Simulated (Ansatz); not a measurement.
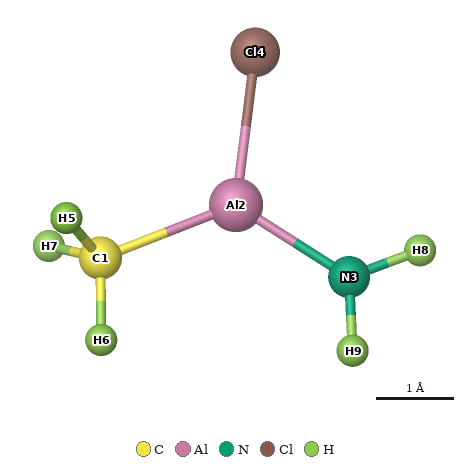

Figure 1. The structure as given in the input (ball-and-stick view, seen at a tilt; atoms are numbered from 1 in the order of the input). Sticks mark near contacts. Bond lengths as drawn: Al–C 1.94 Å, Al–Cl 2.11 Å, Al–N 1.76 Å, C–H 1.09 to 1.10 Å and H–N 1.01 Å.

# Nudged elastic band of CH5AlClN (part 1 of 2)

CH5AlClN, computed with UKS BHLYP/def2-SVP (Ansatz 0.2.0).

The run did not end well. It belongs to a series of runs on one base structure; here: band between the two ends.

## The input
```yaml
crystal:
  periodic: [false, false, false]
  atoms:
    - { symbol: C, position_ang: [-0.208142, 1.361003, -0.607698] }
    - { symbol: Al, position_ang: [-0.200021, -0.537332, -0.223364] }
    - { symbol: "N", position_ang: [0.599118, -1.251912, 1.169226] }
    - { symbol: Cl, position_ang: [-1.179817, -1.891574, -1.513715] }
    - { symbol: H, position_ang: [0.339204, 1.572115, -1.533672] }
    - { symbol: H, position_ang: [0.249543, 1.951218, 0.192544] }
    - { symbol: H, position_ang: [-1.230056, 1.726984, -0.755378] }
    - { symbol: H, position_ang: [0.618109, -2.236895, 1.378128] }
    - { symbol: H, position_ang: [1.10056, -0.739806, 1.87683] }
magnetization:
  spin_polarized: true
basis:
  gaussian: { orbitals: def2-SVP }
hamiltonian:
  xc: { name: BHLYP }
neb:
  order_check: false
  images: 9
  f_tol: 0.05
  max_iterations: 48
  final_atoms:
    - { symbol: C, position_ang: [0.11822474, 1.32097581, -0.09717542] }
    - { symbol: Al, position_ang: [-0.48819845, -1.49817088, 0.07460486] }
    - { symbol: "N", position_ang: [0.52091005, -0.05929939, 0.04201436] }
    - { symbol: Cl, position_ang: [0.47571335, -3.35356226, 0.30319154] }
    - { symbol: H, position_ang: [0.56426281, 1.80092151, -0.97712077] }
    - { symbol: H, position_ang: [0.38512274, 1.92745348, 0.77751502] }
    - { symbol: H, position_ang: [-0.96728951, 1.38977716, -0.2131535] }
    - { symbol: H, position_ang: [-2.04087234, -1.41779907, -0.06024025] }
    - { symbol: H, position_ang: [1.52062461, -0.15649537, 0.13326517] }
  initial_path:
    images:
      - { positions_ang: [[-0.208142, 1.361003, -0.607698], [-0.200021, -0.537332, -0.223364], [0.599118, -1.251912, 1.169226], [-1.179817, -1.891574, -1.513715], [0.339204, 1.572115, -1.533672], [0.249543, 1.951218, 0.192544], [-1.230056, 1.726984, -0.755378], [0.618109, -2.236895, 1.378128], [1.10056, -0.739806, 1.87683]] }
      - { positions_ang: [[-0.20823959, 1.34878538, -0.59149812], [-0.16742426, -0.54814601, -0.19753327], [0.64365673, -1.22169328, 1.2367545], [-1.08955325, -1.93676708, -1.50723795], [0.3202766, 1.56813351, -1.5300723], [0.23648088, 1.95570873, 0.20747851], [-1.24739877, 1.69699715, -0.72851029], [0.35226396, -2.17237362, 1.29418292], [1.24843569, -0.73684378, 1.799337]] }
      - { positions_ang: [[-0.20833718, 1.33656776, -0.57529824], [-0.13482752, -0.55896003, -0.17170254], [0.68819545, -1.19147457, 1.30428299], [-0.99928949, -1.98196015, -1.50076089], [0.3013492, 1.56415203, -1.5264726], [0.22341877, 1.96019947, 0.22241302], [-1.26474153, 1.66701029, -0.70164259], [0.08641892, -2.10785224, 1.21023784], [1.39631138, -0.73388156, 1.72184401]] }
      - { positions_ang: [[-0.20843477, 1.32435014, -0.55909836], [-0.10223078, -0.56977404, -0.14587181], [0.73273418, -1.16125585, 1.37181149], [-0.90902574, -2.02715323, -1.49428384], [0.2824218, 1.56017054, -1.5228729], [0.21035665, 1.9646902, 0.23734753], [-1.2820843, 1.63702344, -0.67477488], [-0.17942611, -2.04333086, 1.12629276], [1.54418707, -0.73091934, 1.64435101]] }
      - { positions_ang: [[-0.20853237, 1.31213252, -0.54289848], [-0.06963404, -0.58058806, -0.12004109], [0.77727291, -1.13103714, 1.43933998], [-0.81876198, -2.0723463, -1.48780679], [0.2634944, 1.55618906, -1.5192732], [0.19729454, 1.96918094, 0.25228205], [-1.29942707, 1.60703658, -0.64790717], [-0.44527115, -1.97880948, 1.04234768], [1.69206276, -0.72795713, 1.56685802]] }
      - { positions_ang: [[-0.20862996, 1.2999149, -0.5266986], [-0.0370373, -0.59140207, -0.09421036], [0.82181164, -1.10081842, 1.50686848], [-0.72849823, -2.11753938, -1.48132973], [0.244567, 1.55220757, -1.51567349], [0.18423242, 1.97367167, 0.26721656], [-1.31676983, 1.57704973, -0.62103946], [-0.71111619, -1.9142881, 0.95840259], [1.83993845, -0.72499491, 1.48936502]] }
      - { positions_ang: [[-0.14325902, 1.30412709, -0.44079396], [-0.12726953, -0.77275583, -0.06044731], [0.76163132, -0.89251461, 1.21389765], [-0.48765591, -2.36474396, -1.12442548], [0.30850616, 1.60195036, -1.40796295], [0.22441049, 1.96442803, 0.36927625], [-1.24687377, 1.53959522, -0.53946227], [-0.97706742, -1.81499029, 0.75467402], [1.77607568, -0.611295, 1.21814505]] }
      - { positions_ang: [[-0.07788808, 1.30833927, -0.35488933], [-0.21750176, -0.95410959, -0.02668427], [0.701451, -0.68421081, 0.92092683], [-0.2468136, -2.61194853, -0.76752123], [0.37244532, 1.65169315, -1.30025241], [0.26458855, 1.95518439, 0.47133594], [-1.1769777, 1.5021407, -0.45788508], [-1.24301865, -1.71569249, 0.55094546], [1.71221292, -0.49759509, 0.94692508]] }
      - { positions_ang: [[-0.01251714, 1.31255145, -0.26898469], [-0.30773399, -1.13546335, 0.00707878], [0.64127069, -0.475907, 0.62795601], [-0.00597128, -2.85915311, -0.41061697], [0.43638448, 1.70143593, -1.19254186], [0.30476661, 1.94594075, 0.57339564], [-1.10708164, 1.46468619, -0.37630789], [-1.50896988, -1.61639468, 0.34721689], [1.64835015, -0.38389519, 0.67570511]] }
      - { positions_ang: [[0.0528538, 1.31676363, -0.18308006], [-0.39796622, -1.31681712, 0.04084182], [0.58109037, -0.26760319, 0.33498519], [0.23487104, -3.10635768, -0.05371272], [0.50032365, 1.75117872, -1.08483132], [0.34494467, 1.93669712, 0.67545533], [-1.03718557, 1.42723168, -0.2947307], [-1.77492111, -1.51709687, 0.14348832], [1.58448738, -0.27019528, 0.40448514]] }
      - { positions_ang: [[0.11822474, 1.32097581, -0.09717542], [-0.48819845, -1.49817088, 0.07460486], [0.52091005, -0.05929939, 0.04201436], [0.47571335, -3.35356226, 0.30319154], [0.56426281, 1.80092151, -0.97712077], [0.38512274, 1.92745348, 0.77751502], [-0.96728951, 1.38977716, -0.2131535], [-2.04087234, -1.41779907, -0.06024025], [1.52062461, -0.15649537, 0.13326517]] }
```

Run as:
```bash
ansatz run input.yaml --threads 2 --pin off --max-ram 3072MiB --backend cpu --events-out ev --progress --plain --runs-dir out
```

## Output
```
Engine: ansatz 0.2.0, aarch64-unknown-linux-gnu
Functional definition: BHLYP
  parameter a = 0.5
  exchange = (1 - a)*b88_x + a*exact_x
  correlation = lyp_c
933 factors; integrals over basis functions are off by at most 3.7e-4 eV
mean field evaluation 1: about -21714.9479 eV, gradient 4.1e1 eV
mean field evaluation 2: about -21714.5000 eV, gradient 4.1e1 eV
mean field evaluation 4: about -21721.9870 eV, gradient 1.3e0 eV
mean field evaluation 8: about -21722.0213 eV, gradient 2.0e-2 eV
mean field -21722.02128849 eV, -798.2695586370 hartree, gradient 7.6e-5 eV, S^2 0.000000; 0 other end points of the search recorded, 0 dependent functions left out
the calculation of the forces begins
reference -21722.02145636 eV, -798.2695648061 hartree; 24, 24 occupied and 65, 65 virtual orbitals, 933 factors
934 factors; integrals over basis functions are off by at most 1.0e-3 eV
mean field evaluation 16: about -21714.4988 eV, gradient 3.8e1 eV
mean field -21721.27331757 eV, -798.2420712130 hartree, gradient 2.8e-5 eV, S^2 0.000000; 0 other end points of the search recorded, 0 dependent functions left out
[... from here on the field's lines of each further geometry are left out, up to the last ...]
NEB iter   1: max|band force component| = 2.771e1 eV/Å  barrier→ = 13.6991 eV  barrier← = 12.9511 eV  Δτ_max = 0.2000 Å  (925 SCF iters)
NEB iter   2: max|band force component| = 9.525e0 eV/Å  barrier→ = 7.9481 eV  barrier← = 7.2002 eV  Δτ_max = 0.2000 Å  (393 SCF iters)
NEB iter   3: max|band force component| = 5.034e0 eV/Å  barrier→ = 6.5969 eV  barrier← = 5.8489 eV  Δτ_max = 0.2000 Å  (406 SCF iters)
NEB iter   4: max|band force component| = 2.624e0 eV/Å  barrier→ = 5.4379 eV  barrier← = 4.6900 eV  Δτ_max = 0.2000 Å  (443 SCF iters)
NEB iter   5: max|band force component| = 1.873e0 eV/Å  barrier→ = 5.3439 eV  barrier← = 4.5959 eV  Δτ_max = 0.2000 Å  (413 SCF iters)
NEB iter   6: max|band force component| = 1.996e0 eV/Å  barrier→ = 5.4419 eV  barrier← = 4.6939 eV  Δτ_max = 0.2000 Å  (418 SCF iters)
NEB iter   7: max|band force component| = 2.464e0 eV/Å  barrier→ = 5.4053 eV  barrier← = 4.6574 eV  Δτ_max = 0.2000 Å  (551 SCF iters)
NEB iter   8: max|band force component| = 2.182e0 eV/Å  barrier→ = 5.3061 eV  barrier← = 4.5581 eV  Δτ_max = 0.2000 Å  (404 SCF iters)
NEB iter   9: max|band force component| = 1.353e0 eV/Å  barrier→ = 5.1718 eV  barrier← = 4.4238 eV  Δτ_max = 0.2000 Å  (408 SCF iters)
NEB iter  10: max|band force component| = 1.095e0 eV/Å  barrier→ = 5.0923 eV  barrier← = 4.3443 eV  Δτ_max = 0.2000 Å  (416 SCF iters)
NEB iter  11: max|band force component| = 2.383e0 eV/Å  barrier→ = 5.0700 eV  barrier← = 4.3220 eV  Δτ_max = 0.1007 Å  (404 SCF iters)
NEB iter  12: max|band force component| = 6.786e-1 eV/Å  barrier→ = 5.0567 eV  barrier← = 4.3087 eV  Δτ_max = 0.2000 Å  (389 SCF iters)
NEB iter  13: max|band force component| = 6.495e-1 eV/Å  barrier→ = 5.0471 eV  barrier← = 4.2991 eV  Δτ_max = 0.1989 Å  (389 SCF iters)
NEB iter  14: max|band force component| = 9.161e-1 eV/Å  barrier→ = 5.0448 eV  barrier← = 4.2969 eV  Δτ_max = 0.0991 Å  (392 SCF iters)
NEB iter  15: max|band force component| = 9.625e-1 eV/Å  barrier→ = 5.0430 eV  barrier← = 4.2950 eV  Δτ_max = 0.0501 Å  (386 SCF iters)
NEB iter  16: max|band force component| = 4.804e-1 eV/Å  barrier→ = 5.0414 eV  barrier← = 4.2934 eV  CI = image 4  Δτ_max = 0.1002 Å  (367 SCF iters)
NEB iter  17: max|band force component| = 3.712e-1 eV/Å  barrier→ = 5.0418 eV  barrier← = 4.2938 eV  CI = image 4  Δτ_max = 0.0999 Å  (377 SCF iters)
NEB iter  18: max|band force component| = 3.932e-1 eV/Å  barrier→ = 5.0441 eV  barrier← = 4.2961 eV  CI = image 4  Δτ_max = 0.0502 Å  (413 SCF iters)
NEB iter  19: max|band force component| = 2.791e-1 eV/Å  barrier→ = 5.0442 eV  barrier← = 4.2962 eV  CI = image 4  Δτ_max = 0.0502 Å  (410 SCF iters)
NEB iter  20: max|band force component| = 2.120e-1 eV/Å  barrier→ = 5.0407 eV  barrier← = 4.2928 eV  CI = image 4  Δτ_max = 0.0998 Å  (361 SCF iters)
NEB iter  21: max|band force component| = 2.130e-1 eV/Å  barrier→ = 5.0347 eV  barrier← = 4.2868 eV  CI = image 4  Δτ_max = 0.0500 Å  (365 SCF iters)
NEB iter  22: max|band force component| = 2.448e-1 eV/Å  barrier→ = 5.0295 eV  barrier← = 4.2815 eV  CI = image 4  Δτ_max = 0.0501 Å  (379 SCF iters)
NEB iter  23: max|band force component| = 1.522e-1 eV/Å  barrier→ = 5.0267 eV  barrier← = 4.2788 eV  CI = image 4  Δτ_max = 0.0251 Å  (348 SCF iters)
NEB iter  24: max|band force component| = 1.439e-1 eV/Å  barrier→ = 5.0251 eV  barrier← = 4.2771 eV  CI = image 4  Δτ_max = 0.0502 Å  (318 SCF iters)
NEB iter  25: max|band force component| = 1.538e-1 eV/Å  barrier→ = 5.0231 eV  barrier← = 4.2751 eV  CI = image 4  Δτ_max = 0.0501 Å  (370 SCF iters)
NEB iter  26: max|band force component| = 1.843e-1 eV/Å  barrier→ = 5.0142 eV  barrier← = 4.2662 eV  CI = image 4  Δτ_max = 0.0501 Å  (353 SCF iters)
NEB iter  27: max|band force component| = 2.153e-1 eV/Å  barrier→ = 5.0061 eV  barrier← = 4.2582 eV  CI = image 4  Δτ_max = 0.0997 Å  (350 SCF iters)
NEB iter  28: max|band force component| = 4.974e-1 eV/Å  barrier→ = 5.0188 eV  barrier← = 4.2708 eV  CI = image 4  Δτ_max = 0.0502 Å  (357 SCF iters)
NEB iter  29: max|band force component| = 5.566e-1 eV/Å  barrier→ = 5.0278 eV  barrier← = 4.2798 eV  CI = image 4  Δτ_max = 0.1001 Å  (331 SCF iters)
NEB iter  30: max|band force component| = 5.702e-1 eV/Å  barrier→ = 5.0288 eV  barrier← = 4.2808 eV  CI = image 4  Δτ_max = 0.2000 Å  (344 SCF iters)
NEB iter  31: max|band force component| = 8.820e-1 eV/Å  barrier→ = 5.0149 eV  barrier← = 4.2669 eV  CI = image 4  Δτ_max = 0.1008 Å  (336 SCF iters)
NEB iter  32: max|band force component| = 1.117e0 eV/Å  barrier→ = 5.0074 eV  barrier← = 4.2594 eV  CI = image 4  Δτ_max = 0.0504 Å  (378 SCF iters)
NEB iter  33: max|band force component| = 4.484e-1 eV/Å  barrier→ = 4.9992 eV  barrier← = 4.2512 eV  CI = image 4  Δτ_max = 0.1011 Å  (388 SCF iters)
NEB iter  34: max|band force component| = 3.277e-1 eV/Å  barrier→ = 4.9783 eV  barrier← = 4.2304 eV  CI = image 4  Δτ_max = 0.1012 Å  (354 SCF iters)
NEB iter  35: max|band force component| = 6.480e-1 eV/Å  barrier→ = 4.9480 eV  barrier← = 4.2000 eV  CI = image 4  Δτ_max = 0.1014 Å  (348 SCF iters)
NEB iter  36: max|band force component| = 4.354e-1 eV/Å  barrier→ = 4.9226 eV  barrier← = 4.1746 eV  CI = image 4  Δτ_max = 0.1979 Å  (356 SCF iters)
NEB iter  37: max|band force component| = 4.190e-1 eV/Å  barrier→ = 4.9091 eV  barrier← = 4.1611 eV  CI = image 4  Δτ_max = 0.1942 Å  (365 SCF iters)
NEB iter  38: max|band force component| = 3.074e-1 eV/Å  barrier→ = 4.9031 eV  barrier← = 4.1551 eV  CI = image 4  Δτ_max = 0.1906 Å  (346 SCF iters)
NEB iter  39: max|band force component| = 5.909e-1 eV/Å  barrier→ = 4.9033 eV  barrier← = 4.1554 eV  CI = image 4  Δτ_max = 0.0997 Å  (337 SCF iters)
NEB iter  40: max|band force component| = 4.289e-1 eV/Å  barrier→ = 4.9029 eV  barrier← = 4.1549 eV  CI = image 4  Δτ_max = 0.1001 Å  (341 SCF iters)
NEB iter  41: max|band force component| = 4.276e-1 eV/Å  barrier→ = 4.9028 eV  barrier← = 4.1549 eV  CI = image 4  Δτ_max = 0.0500 Å  (313 SCF iters)
NEB iter  42: max|band force component| = 3.170e-1 eV/Å  barrier→ = 4.9024 eV  barrier← = 4.1545 eV  CI = image 4  Δτ_max = 0.0502 Å  (334 SCF iters)
NEB iter  43: max|band force component| = 1.829e-1 eV/Å  barrier→ = 4.9024 eV  barrier← = 4.1544 eV  CI = image 4  Δτ_max = 0.0499 Å  (324 SCF iters)
NEB iter  44: max|band force component| = 2.247e-1 eV/Å  barrier→ = 4.9023 eV  barrier← = 4.1543 eV  CI = image 4  Δτ_max = 0.1002 Å  (316 SCF iters)
NEB iter  45: max|band force component| = 1.475e-1 eV/Å  barrier→ = 4.9023 eV  barrier← = 4.1543 eV  CI = image 4  Δτ_max = 0.1926 Å  (319 SCF iters)
NEB iter  46: max|band force component| = 3.491e-1 eV/Å  barrier→ = 4.9023 eV  barrier← = 4.1543 eV  CI = image 4  Δτ_max = 0.0973 Å  (318 SCF iters)
NEB iter  47: max|band force component| = 1.959e-1 eV/Å  barrier→ = 4.9023 eV  barrier← = 4.1543 eV  CI = image 4  Δτ_max = 0.0973 Å  (303 SCF iters)
the calculation of the forces begins
reference -21720.84873605 eV, -798.2264681299 hartree; 24, 24 occupied and 65, 65 virtual orbitals, 933 factors
these checks for a lower state are left out or cut short: starts, cluster_reference, orbital_swaps, neighbouring_geometries, increment
934 factors; integrals over basis functions are off by at most 1.1e-3 eV
mean field -21721.13981563 eV, -798.2371651070 hartree, gradient 7.3e-5 eV, S^2 0.000000; 0 other end points of the search recorded, 0 dependent functions left out
the calculation of the forces begins
reference -21721.13998172 eV, -798.2371712108 hartree; 24, 24 occupied and 65, 65 virtual orbitals, 934 factors
NEB iter  48: max|band force component| = 1.633e-1 eV/Å  barrier→ = 4.9023 eV  barrier← = 4.1543 eV  CI = image 4  Δτ_max = 0.1935 Å  (305 SCF iters)
```

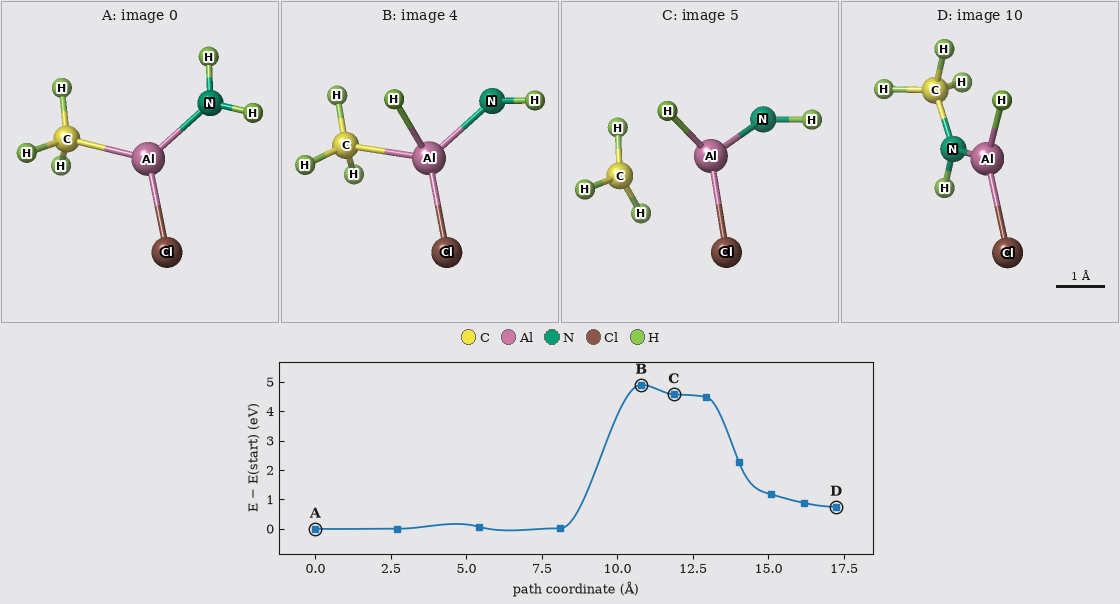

Figure 2. Images of the last band (counted from 0; ball-and-stick, seen at an oblique angle) above the energy along the path; the line is a cubic interpolation that uses the forces. The highest image is number 4, 4.902 eV above the start and 4.154 eV above the end (the climbing image); the end lies 0.748 eV above the start. The path is 17.24 Å long. The band had not converged after 48 iterations.
